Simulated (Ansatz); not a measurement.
**BaTiO3: O on a Ba site (antisite), symmetric start**

Start from a 20-atom supercell of BaTiO3 in the cubic perovskite structure (space group Pm-3m, No. 221; a = 4.019 Å) at its relaxed geometry.

Now apply this change: a neutral O on a Ba site (antisite), symmetric start, atoms relaxed at fixed cell.

Level of theory: PBE (Ansatz, a first-principles code; PAW; 420 eV plane waves; no spin-orbit coupling), earlier PAW set. Γ-centred 4×4×4 mesh, Fermi–Dirac width 0.01 eV.

```json
{
  "pressure": "-3.0 GPa (base 0.0 GPa)",
  "gap_of_the_supercell": "zero (base 1.79 eV)",
  "total_moment_of_the_cell": "4.0 μB",
  "energy_gained_by_relaxation": "0.08 eV",
  "largest_displacement_of_a_host_atom_from_its_site_in_the_perfect_cell": "0.04 Å"
}
```

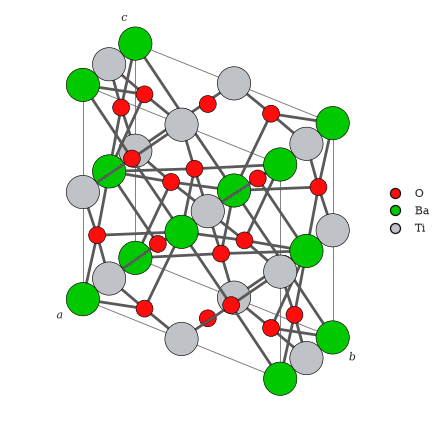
The relaxed cell after the change

Cost of the whole job for the changed cell (relaxation, final SCF and bands): very roughly 2.2 core-minutes.

Other magnetic orders, which the real material may have, were not ruled out. The cell is small, so the values are those of an ordered compound at a high defect concentration; dilute-limit values will differ. The mesh was chosen for an insulator and is coarse for the gapless case. The defect started on the symmetric site and kept its symmetry, so it may sit on a saddle. No Hubbard U is applied, and correlation can decide whether such a compound is a metal. Spin-polarised in the final run: O on a Ba site (antisite); the other runs are not. Many cubic perovskites are stable only at high temperature; tilts and polar distortions were not tested. The defect cell is spin-polarised and ends with 4.0 μB. This is not the structure that BaTiO3 has at room temperature and ambient pressure.
